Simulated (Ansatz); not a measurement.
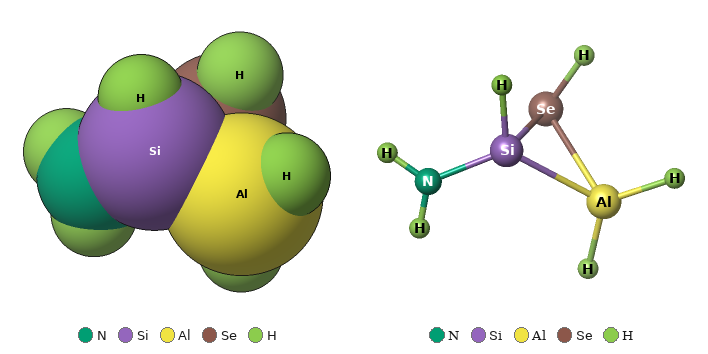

Both panels show the same species.

**Count the atoms of each element.**

AlH6NSeSi, 10 atoms: 1 aluminium, 6 hydrogen, 1 nitrogen, 1 selenium and 1 silicon.

**How many sets of symmetry-equivalent atoms are there?**

10: 1 N, 1 Si, 1 Al, 1 Se, 1 H, 1 H, 1 H, 1 H, 1 H, 1 H.

**Count the bonded pairs by element.**

2 N–H, 2 Al–H, 1 N–Si, 1 Al–Si, 1 Al–Se, 1 Se–H, 1 Si–H, 1 Se–Si. Sticks follow a distance rule.

**Which point group does it belong to?**

C1.

The parts below concern this one geometry. Atoms keep their numbers from picture to picture. The computed structure is the end point of a PBE0-D4/def2-TZVP optimisation. No frequency run is at hand to confirm it as a minimum.

Shape

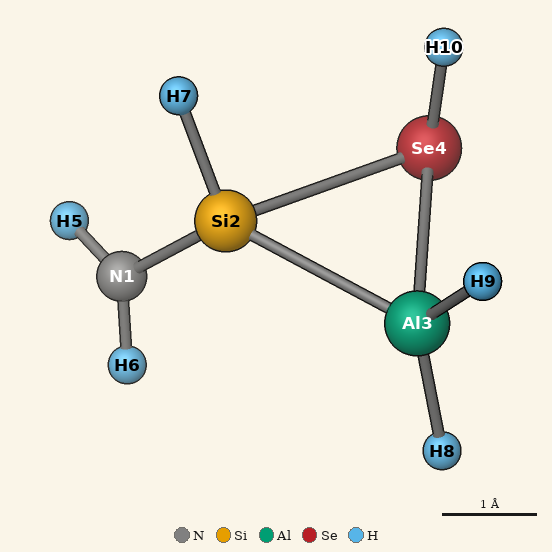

Atoms carry their numbers in the input. No frequency run is at hand to confirm it as a minimum.

Estimate the angles N1–Si2–Al3, N1–Si2–Se4, N1–Si2–H7, Si2–N1–H5, Si2–N1–H6, Si2–Al3–Se4, Si2–Al3–H8, Si2–Al3–H9, Si2–Se4–H10, Al3–Si2–Se4, Al3–Si2–H7, Se4–Al3–H9.

| angle | degrees |
| --- | --- |
| N1–Si2–Al3 | 125.6 |
| N1–Si2–Se4 | 111.7 |
| N1–Si2–H7 | 106.6 |
| Si2–N1–H5 | 123.5 |
| Si2–N1–H6 | 121.3 |
| Si2–Al3–Se4 | 61.5 |
| Si2–Al3–H8 | 113.1 |
| Si2–Al3–H9 | 118.8 |
| Si2–Se4–H10 | 91.3 |
| Al3–Si2–Se4 | 62.4 |
| Al3–Si2–H7 | 127.7 |
| Se4–Al3–H9 | 111.0 |

Charges

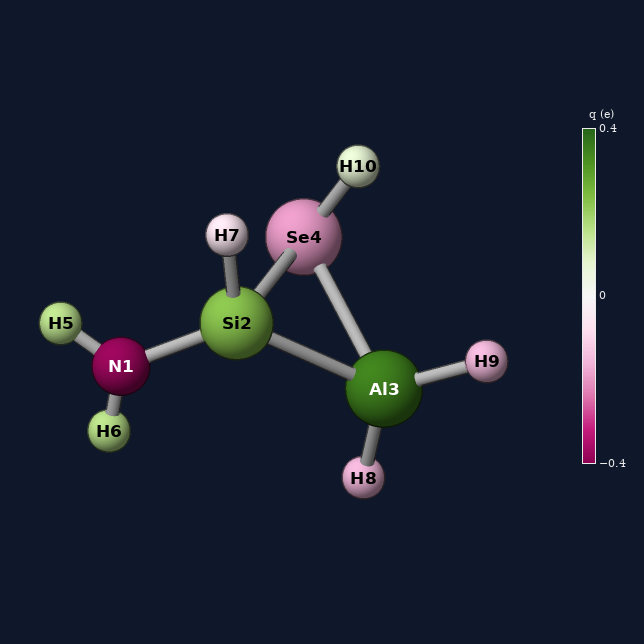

Atoms are coloured by their Mulliken charges. No frequency run is at hand to confirm it as a minimum. Properties computed with RKS B3LYP-D4/def2-TZVPP (Ansatz 0.2.0).

Give the Mulliken charges atom by atom.

```
atom  value (e)
  N1      −0.38
 Si2       0.22
 Al3       0.35
 Se4      −0.19
  H5       0.15
  H6       0.16
  H7      −0.06
  H8      −0.16
  H9      −0.15
 H10       0.07
```

Dipole moment

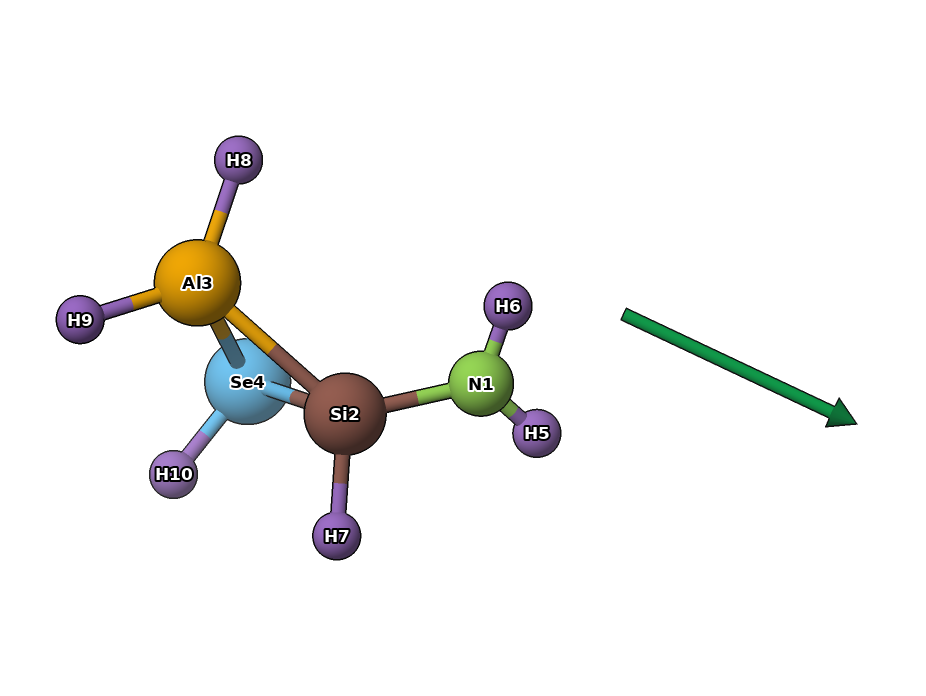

The arrow beside the molecule shows the direction of the dipole moment, from the negative to the positive end (its length means nothing). No frequency run is at hand to confirm it as a minimum. Method: RKS ωB97M-V/def2-TZVPP (Ansatz 0.2.0).

**Estimate the dipole moment.**

2.55 D; it points from the side of H9 to the side of H5 (the outermost atoms at the two ends).

Levels of theory compared

No frequency run is at hand to confirm it as a minimum. Program: Ansatz 0.2.0.

At this fixed geometry, give HOMO energy (eV) at these levels: B3LYP-D4/def2-TZVPP; PBE-D4/def2-TZVPP; PBE0-D4/def2-TZVPP; r2SCAN-D4/def2-TZVPP; ωB97M-V/def2-TZVPP; ωB97X-V/def2-TZVPP.

| level | HOMO energy (eV) |
| --- | --- |
| B3LYP-D4/def2-TZVPP | −6.51 |
| PBE-D4/def2-TZVPP | −5.69 |
| PBE0-D4/def2-TZVPP | −6.70 |
| r2SCAN-D4/def2-TZVPP | −5.91 |
| ωB97M-V/def2-TZVPP | −8.65 |
| ωB97X-V/def2-TZVPP | −8.82 |

Mulliken values depend strongly on the basis set and can even reverse the polarity of a bond.
